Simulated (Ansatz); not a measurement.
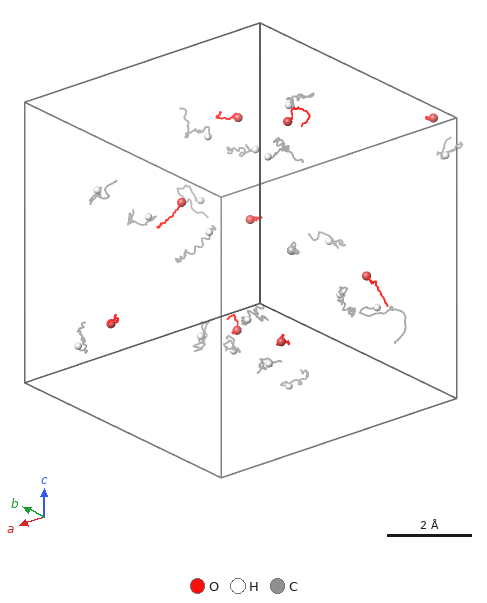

Molecular dynamics of a periodic cell with 8 H2O + 1 H2CO at 0.739 g/cm³, 150 fs long. Lines trace each atom's path, in the colour of its element; spheres stand at the starting positions. Seen from a free direction in the simulation cell.

Level of theory: DFT PBE-D3(BJ), scalar-relativistic, plane waves, PAW in Ansatz. Run with plane-wave cutoff 420 eV; k-point mesh 1 × 1 × 1; Fermi-Dirac smearing 0.02 eV; low-accuracy preset; Langevin thermostat (NVT); set temperature 500 K; time step 0.5 fs; H given the mass 2.014 u; friction 0.02 per fs.

Describe the motion.

Answer. Root-mean-square distances from the starting positions over the second half, with the common drift of all atoms taken out: H 0.55 Å, O 0.46 Å, C 0.35 Å. The heavy atoms stay within a fraction of a molecule's size of their starting places; so short a run doesn't tell a liquid from a solid. The mean temperature in the second half is 488 K (standard deviation 71 K). The potential energy in the second half lies on average 44.6 meV per atom above the first frame.

Limits of the set-up: the program's low-accuracy preset was used; masses were changed (H 2.014 u), which shifts the vibrations; the periodic images lie only 7.3 Å apart, so the values are limited by the cell's size.

Cost: 10 min on 1 thread of Arm Neoverse V1 (shared host), peak memory 0.43 GiB.
